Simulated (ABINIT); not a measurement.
## SiO2 (Quartz): bands and cutoff in G0W0 with ABINIT

What does each rung of G0W0 on SiO2 (Quartz) cost, and what does it buy?

Main program and level: ABINIT 10.8.3; PBE and many-body steps on it, plane waves.

### Step 1. The starting structure

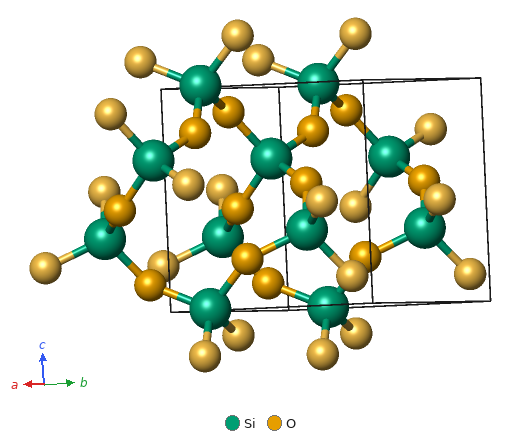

The cell as given, slightly off an axis (silicon teal, oxygen orange). 2×1×1 cells are drawn. Some periodic images of atoms are drawn too.

The cell and positions come from the Crystallography Open Database and are kept as given unless a step says otherwise.

### Step 2. Empty states on the mesh, 3×3×2 mesh, 462 bands

This step: ABINIT 10.8.3; DFT, PBE, plane waves, norm-conserving pseudopotentials.

The sums over transitions need many empty states on a uniform mesh; this step solves for them.

File run.abi:

```
acell 3*1.0 Angstrom
rprim 
  4.915799999986 0.000000000003 0.000000000000
  -2.457899999996 4.257207679910 0.000000000000
  0.000000000000 0.000000000000 5.409100000000
ntypat 2
znucl 14 8
natom 9
typat 1 1 1 2 2 2 2 2 2
xred 
  0.530300000000 0.000000000000 0.333333333333
  0.000000000000 0.530300000000 0.666666666667
  0.469700000000 0.469700000000 -0.000000000000
  0.146200000000 0.414200000000 0.881000000000
  0.585800000000 0.732000000000 0.214333333333
  0.268000000000 0.853800000000 0.547666666667
  0.414200000000 0.146200000000 0.119000000000
  0.732000000000 0.585800000000 0.785666666667
  0.853800000000 0.268000000000 0.452333333333
pp_dirpath "pseudos"
pseudos "Si.upf, O.upf"
ecut 36
ngkpt 3 3 2
nshiftk 1
shiftk 0 0 0
kptopt 1
chksymbreak 0
iscf -2
irdden 1
istwfk *1
nband 462
nbdbuf 42
tolwfr 1e-09
nstep 60
prtvol 0
indata_prefix "in"
outdata_prefix "out"
tmpdata_prefix "tmp"
```

The run is started by

```
OMP_NUM_THREADS=1 mpirun -n 4 abinit run.abi > log
```

Numbers of over 12 decimals in the logs are rounded to 6 here.

Output:

```text
.Version 10.8.3 of ABINIT. v10.8.2 released Aug 2026.

 Symmetries : space group P3_1 2 1 (#152); Bravais hP (primitive hexag.)
[... echo of the input left out ...]
== DATASET  1 ==================================================================
-   mpi_nproc: 4, omp_nthreads: 1 (-1 if OMP is not activated)

--- !DatasetInfo
iteration_state: {dtset: 1, }
dimensions: {natom: 9, nkpt: 6, mband: 462, nsppol: 1, nspinor: 1, nspden: 1, mpw: 7935, }
cutoff_energies: {ecut:  36.0, pawecutdg:  -1.0, }
[...]
4.87064    4.87877    4.87877    4.89107    4.90331    4.90331    4.92259    4.92260
   4.93653    4.94550    4.95928    4.95939    4.96051    4.98400    4.98434    5.01267
   5.02056    5.02190    5.02763    5.05368    5.05840    5.07290
 prteigrs : prtvol=0 or 1, do not print more k-points.

== END DATASET(S) ==============================================================
================================================================================

 -outvars: echo values of variables after computation  --------
            nband         462
             nkpt           6
          spgroup         152
 [... the other variables as echoed above ...]

 Calculation completed.
```

Wall time 7.5 min (4 MPI ranks of Arm Neoverse V2, shared host); peak memory 0.75 GiB; 30 min of CPU time.

This step gave:

```yaml
gap: 6.038 eV
k_of_the_valence_top: 0.3333, 0.3333, 0
k_of_the_conduction_bottom: 0, 0, 0
least_direct_gap: 6.351 eV
k_points_computed: 6
lowest_point_of_the_top_converged_band_above_the_valence_top: 127.2791 eV
```

On this mesh the gap is 6.038 eV.

The density comes from a self-consistent run that is not shown.

### Step 3. Screening, 3×3×2 mesh, 102 bands, screening to 93.3 eV

The RPA dielectric matrix is built and inverted for each q.

This step: RPA screening on PBE, plane waves, norm-conserving pseudopotentials.

run.abi: that of step 2 with these lines changed.

```diff
@@ -27,10 +27,11 @@
 chksymbreak 0
-iscf -2
-irdden 1
 istwfk *1
-nband 462
-nbdbuf 42
-tolwfr 1e-09
-nstep 60
-prtvol 0
+occopt 1
+irdwfk 1
+optdriver 3
+nband 102
+ecuteps 3.43
+inclvkb 2
+awtr 1
+symchi 1
 indata_prefix "in"
```

Output:

```text
.Version 10.8.3 of ABINIT. v10.8.2 released Aug 2026.

 Symmetries : space group P3_1 2 1 (#152); Bravais hP (primitive hexag.)
[... echo of the input left out ...]
== DATASET  1 ==================================================================
-   mpi_nproc: 4, omp_nthreads: 1 (-1 if OMP is not activated)

--- !DatasetInfo
iteration_state: {dtset: 1, }
dimensions: {natom: 9, nkpt: 6, mband: 102, nsppol: 1, nspinor: 1, nspden: 1, mpw: 7935, }
cutoff_energies: {ecut:  36.0, pawecutdg:  -1.0, }
electrons: {nelect:   4.80000000E+01, charge:   0.00000000E+00, occopt:   1.00000000E+00, tsmear:   1.00000000E-02, }

 SCREENING: Calculation of the susceptibility and dielectric matrices

 Based on a program developped by R.W. Godby, V. Olevano, G. Onida, and L. Reining.
 Incorporated in ABINIT by V. Olevano, G.-M. Rignanese, and M. Torrent.
.Using double precision arithmetic ; gwpc =  8

[... cell and pseudopotentials left out ...]
--------------------------------------------------------------------------------

 ==== K-mesh for the wavefunctions ====
 Number of points in the irreducible wedge :     6
[... list of points left out ...]
 Together with  6 symmetry operations and time-reversal symmetry
 yields    18 points in the full Brillouin Zone.

 ==== Q-mesh for the screening function ====
 Number of points in the irreducible wedge :     6
[... list of points left out ...]
 Together with  6 symmetry operations and time-reversal symmetry
 yields    18 points in the full Brillouin Zone.

 setmesh: FFT mesh size selected  =    30x   30x   36
          total number of points  =        32400

 vcoul_init : cutoff-mode = AUXILIARY_FUNCTION
 q-points for optical limit:   1
     1)      0.000010    0.000020    0.000030

- screening: taking advantage of time-reversal symmetry
- Maximum band index for partially occupied states nbvw = 24
- Remaining bands to be divided among processors   nbcw = 78
- Number of bands treated by each node ~19

 Number of electrons calculated from density =   48.0000; Expected =   48.0000
 average of density, n =  0.062835
 r_s =    1.5604
 omega_plasma =   24.1800 [eV]

 calculating chi0 at frequencies [eV] :
  1    0.000000E+00    0.000000E+00
  2    0.000000E+00    2.417998E+01

--------------------------------------------------------------------------------
  q-point number  1        q = ( 0.000000, 0.000000, 0.000000) [r.l.u.]
--------------------------------------------------------------------------------
[... chi0 elements left out ...]
 For q-point:  0.000010 0.000020 0.000030
  dielectric constant =   2.3418
  dielectric constant without local fields =   2.5124

  Average fulfillment of the sum rule on Im[epsilon] for q-point    1 :     46.76  [%]
[... wings left out ...]
  q-point number  2        q = ( 0.333333, 0.000000, 0.000000) [r.l.u.]
--------------------------------------------------------------------------------
[... chi0 elements left out ...]
  Average fulfillment of the sum rule on Im[epsilon] for q-point    2 :     55.14  [%]

 [... 4 further q-points ...]
```

Run time: 38 s. Hardware: 4 MPI ranks; peak memory 1.2 GiB; 2.5 min of CPU time.

Numbers from this step:

```
ε∞ with local fields, on this mesh, along the program's q direction : 2.342
the same without local fields                                       : 2.512
plasma frequency                                                    : 24.18 eV
plane waves in the screening matrix                                 : 225
```

Local fields lower ε∞ by 7 %. On a Γ-centred mesh this coarse the value itself is usually too large, while a short band sum pulls it down.

### Step 4. 102 bands, 93.3 eV

The self-energy is evaluated for the states that the input lists, and the levels follow from it, in one-shot runs by the linearised quasiparticle equation.

This step: G0W0 on PBE, plane waves, norm-conserving pseudopotentials.

run.abi: that of step 3 with these lines changed.

```diff
@@ -30,8 +30,19 @@
 irdwfk 1
-optdriver 3
+optdriver 4
 nband 102
+gwcalctyp 0
+ecutsigx 36
+symsigma 1
+nkptgw 3
+kptgw 
+  0.3333333333 0.3333333333 0.0000000000
+  0.0000000000 0.0000000000 0.0000000000
+  0.0000000000 0.0000000000 0.5000000000
+bdgw 
+  22 26
+  23 27
+  22 26
 ecuteps 3.43
-inclvkb 2
-awtr 1
-symchi 1
+irdscr 1
+ppmodel 1
 indata_prefix "in"
```

Output:

```text
.Version 10.8.3 of ABINIT. v10.8.2 released Aug 2026.

 Symmetries : space group P3_1 2 1 (#152); Bravais hP (primitive hexag.)
[... echo of the input left out ...]
== DATASET  1 ==================================================================
-   mpi_nproc: 4, omp_nthreads: 1 (-1 if OMP is not activated)

--- !DatasetInfo
iteration_state: {dtset: 1, }
dimensions: {natom: 9, nkpt: 6, mband: 102, nsppol: 1, nspinor: 1, nspden: 1, mpw: 7935, }
cutoff_energies: {ecut:  36.0, pawecutdg:  -1.0, }
electrons: {nelect:   4.80000000E+01, charge:   0.00000000E+00, occopt:   1.00000000E+00, tsmear:   1.00000000E-02, }

 SIGMA: Calculation of the GW corrections

 Based on a program developped by R.W. Godby, V. Olevano, G. Onida, and L. Reining.
 Incorporated in ABINIT by V. Olevano, G.-M. Rignanese, and M. Torrent.
.Using double precision arithmetic ; gwpc =  8

[... cell and pseudopotentials left out ...]
--------------------------------------------------------------------------------

 ==== K-mesh for the wavefunctions ====
 Number of points in the irreducible wedge :     6
[... list of points left out ...]
 Together with  6 symmetry operations and time-reversal symmetry
 yields    18 points in the full Brillouin Zone.

 ==== Q-mesh for screening function ====
 Number of points in the irreducible wedge :     6
[... list of points left out ...]
 Together with  6 symmetry operations and time-reversal symmetry
 yields    18 points in the full Brillouin Zone.

 vcoul_init : cutoff-mode = AUXILIARY_FUNCTION
 q-points for optical limit:   1
     1)      0.000010    0.000020    0.000030
 setmesh: FFT mesh size selected  =    45x   45x   60
          total number of points  =       121500

 Number of electrons calculated from density =   48.0000; Expected =   48.0000
 average of density, n =  0.062835
 r_s =    1.5604
 omega_plasma =   24.1800 [eV]

 === KS Band Gaps ===
  >>>> For spin  1
   Minimum direct gap =   6.3514 [eV], located at k-point      :   0.0000  0.0000  0.0000
   Fundamental gap    =   6.0382 [eV], Top of valence bands at :   0.3333  0.3333  0.0000
                                       Bottom of conduction at :   0.0000  0.0000  0.0000
 SIGMA fundamental parameters:
 PLASMON POLE MODEL  1
 number of plane-waves for SigmaX                 7935
 number of plane-waves for SigmaC and W            225
 number of plane-waves for wavefunctions          7935
 number of bands                                   102
 number of independent spin polarizations            1
 number of spinorial components                      1
 number of k-points in IBZ                           6
 number of q-points in IBZ                           6
 number of symmetry operations                       6
 number of k-points in BZ                           18
 number of q-points in BZ                           18
 number of frequencies for dSigma/dE                 9
 frequency step for dSigma/dE [eV]                0.25
 number of omega for Sigma on real axis              0
 max omega for Sigma on real axis  [eV]           0.00
 zcut for avoiding poles [eV]                     0.10

 EPSILON^-1 parameters (SCR file):
 dimension of the eps^-1 matrix on file            225
 dimension of the eps^-1 matrix used               225
 number of plane-waves for wavefunctions          7935
 number of bands                                   102
 number of q-points in IBZ                           6
 number of frequencies                               2
 number of real frequencies                          1
 number of imag frequencies                          1

 matrix elements of self-energy operator (all in [eV])

 Perturbative Calculation

--- !SelfEnergy_ee
iteration_state: {dtset: 1, }
kpoint     : [   0.333,    0.333,    0.000, ]
spin       : 1
KS_gap     :    8.953
QP_gap     :   12.001
Delta_QP_KS:    3.048
data: !SigmaeeData |
     Band     E0 <VxcDFT>   SigX SigC(E0)      Z dSigC/dE  Sig(E)    E-E0       E
       22  -0.238 -19.753 -25.566   4.322   0.821  -0.217 -20.978  -1.225  -1.463
       23  -0.238 -19.753 -25.566   4.322   0.821  -0.217 -20.978  -1.225  -1.463
       24   0.197 -20.113 -25.806   4.313   0.822  -0.216 -21.248  -1.135  -0.937
       25   9.150 -12.396  -7.182  -2.997   0.863  -0.159 -10.482   1.914  11.063
       26   9.150 -12.396  -7.182  -2.997   0.863  -0.159 -10.482   1.914  11.063

--- !SelfEnergy_ee
iteration_state: {dtset: 1, }
kpoint     : [   0.000,    0.000,    0.000, ]
spin       : 1
KS_gap     :    6.351
QP_gap     :    8.921
Delta_QP_KS:    2.570
data: !SigmaeeData |
     Band     E0 <VxcDFT>   SigX SigC(E0)      Z dSigC/dE  Sig(E)    E-E0       E
       23  -0.116 -19.544 -25.286   4.255   0.823  -0.215 -20.768  -1.224  -1.340
[...]
--- !SelfEnergy_ee
iteration_state: {dtset: 1, }
kpoint     : [   0.000,    0.000,    0.500, ]
spin       : 1
KS_gap     :    8.062
QP_gap     :   10.957
Delta_QP_KS:    2.894
data: !SigmaeeData |
     Band     E0 <VxcDFT>   SigX SigC(E0)      Z dSigC/dE  Sig(E)    E-E0       E
[...]
24   0.108 -19.970 -25.710   4.317   0.822  -0.217 -21.139  -1.169  -1.061
       25   8.171 -12.281  -7.438  -2.851   0.866  -0.155 -10.556   1.725   9.896
       26   8.171 -12.281  -7.438  -2.851   0.866  -0.155 -10.556   1.725   9.896

== END DATASET(S) ==============================================================
================================================================================

 -outvars: echo values of variables after computation  --------
           etotal      0.0000000000E+00
            nband         102
             nkpt           6
          spgroup         152
 [... the other variables as echoed above ...]

 Calculation completed.
```

The job ended after 8.8 s (4 MPI ranks; peak memory 0.93 GiB; 35 s of CPU time).

This step gave:

```
G0W0 gap on the points computed              : 8.519 eV
starting gap on the mesh                     : 6.038 eV
k of the valence top                         : 0.3333, 0.3333, 0
k of the conduction bottom                   : 0, 0, 0
Z at the valence top                         : 0.822
Z at the conduction bottom                   : 0.874
least direct G0W0 gap on the computed points : 8.922 eV
```

The gap on the mesh goes from 6.04 eV to 8.52 eV, a correction of +2.48 eV.

### Step 5. Screening, 3×3×2 mesh, 143 bands, screening to 123.5 eV

This step: RPA screening on PBE, plane waves, norm-conserving pseudopotentials.

run.abi: that of step 4 with these lines changed.

```diff
@@ -30,19 +30,8 @@
 irdwfk 1
-optdriver 4
-nband 102
-gwcalctyp 0
-ecutsigx 36
-symsigma 1
-nkptgw 3
-kptgw 
-  0.3333333333 0.3333333333 0.0000000000
-  0.0000000000 0.0000000000 0.0000000000
-  0.0000000000 0.0000000000 0.5000000000
-bdgw 
-  22 26
-  23 27
-  22 26
-ecuteps 3.43
-irdscr 1
-ppmodel 1
+optdriver 3
+nband 143
+ecuteps 4.54
+inclvkb 2
+awtr 1
+symchi 1
 indata_prefix "in"
```

Output:

```text
.Version 10.8.3 of ABINIT. v10.8.2 released Aug 2026.

 Symmetries : space group P3_1 2 1 (#152); Bravais hP (primitive hexag.)
[... echo of the input left out ...]
== DATASET  1 ==================================================================
-   mpi_nproc: 4, omp_nthreads: 1 (-1 if OMP is not activated)

--- !DatasetInfo
iteration_state: {dtset: 1, }
dimensions: {natom: 9, nkpt: 6, mband: 143, nsppol: 1, nspinor: 1, nspden: 1, mpw: 7935, }
cutoff_energies: {ecut:  36.0, pawecutdg:  -1.0, }
electrons: {nelect:   4.80000000E+01, charge:   0.00000000E+00, occopt:   1.00000000E+00, tsmear:   1.00000000E-02, }

 SCREENING: Calculation of the susceptibility and dielectric matrices

 Based on a program developped by R.W. Godby, V. Olevano, G. Onida, and L. Reining.
 Incorporated in ABINIT by V. Olevano, G.-M. Rignanese, and M. Torrent.
.Using double precision arithmetic ; gwpc =  8

[... cell and pseudopotentials left out ...]
--------------------------------------------------------------------------------

 ==== K-mesh for the wavefunctions ====
 Number of points in the irreducible wedge :     6
[... list of points left out ...]
 Together with  6 symmetry operations and time-reversal symmetry
 yields    18 points in the full Brillouin Zone.

 ==== Q-mesh for the screening function ====
 Number of points in the irreducible wedge :     6
[... list of points left out ...]
 Together with  6 symmetry operations and time-reversal symmetry
 yields    18 points in the full Brillouin Zone.

 setmesh: FFT mesh size selected  =    36x   36x   45
          total number of points  =        58320

 vcoul_init : cutoff-mode = AUXILIARY_FUNCTION
 q-points for optical limit:   1
     1)      0.000010    0.000020    0.000030

- screening: taking advantage of time-reversal symmetry
- Maximum band index for partially occupied states nbvw = 24
- Remaining bands to be divided among processors   nbcw = 119
- Number of bands treated by each node ~29

 Number of electrons calculated from density =   48.0000; Expected =   48.0000
 average of density, n =  0.062835
 r_s =    1.5604
 omega_plasma =   24.1800 [eV]

 calculating chi0 at frequencies [eV] :
  1    0.000000E+00    0.000000E+00
  2    0.000000E+00    2.417998E+01

--------------------------------------------------------------------------------
  q-point number  1        q = ( 0.000000, 0.000000, 0.000000) [r.l.u.]
--------------------------------------------------------------------------------
[... chi0 elements left out ...]
 For q-point:  0.000010 0.000020 0.000030
  dielectric constant =   2.3296
  dielectric constant without local fields =   2.5294

  Average fulfillment of the sum rule on Im[epsilon] for q-point    1 :     57.13  [%]
[... wings left out ...]
  q-point number  2        q = ( 0.333333, 0.000000, 0.000000) [r.l.u.]
--------------------------------------------------------------------------------
[... chi0 elements left out ...]
  Average fulfillment of the sum rule on Im[epsilon] for q-point    2 :     64.29  [%]

 [... 4 further q-points ...]
```

Elapsed: 75 s, on 4 MPI ranks; peak memory 1.9 GiB; 5 min of CPU time.

Numbers from this step:

- ε∞ with local fields, on this mesh, along the program's q direction: 2.330
- the same without local fields: 2.529
- plasma frequency: 24.18 eV
- plane waves in the screening matrix: 363

(Continued in part 2 of 2.)

[Paths, hosts, dates, memory and timing lines, banners, echoed tables and standing remarks are left out of the program output.]

[Logs are printed without paths, hosts, clocks, repeated set-up lines and the standing remarks that a program may print on its own settings, such as how far it seeks lower states.]

[Runs of the session that timed out or met a known fault of the program may be left out.]

[Hosts, paths, dates, database ids (printed as entryN), source tags and the programs' standing remarks are cut or masked in the printed files.]

[G0W0 gaps are taken among the corrected bands and points alone; a level outside them can change the order at an edge.]

[Where Ansatz stands beside ABINIT at settings called matched, ABINIT's density can come from a denser mesh and the files from another edition; pairs whose starting gaps differed by over 0.03 eV were left out, so agreement reads better than it is.]
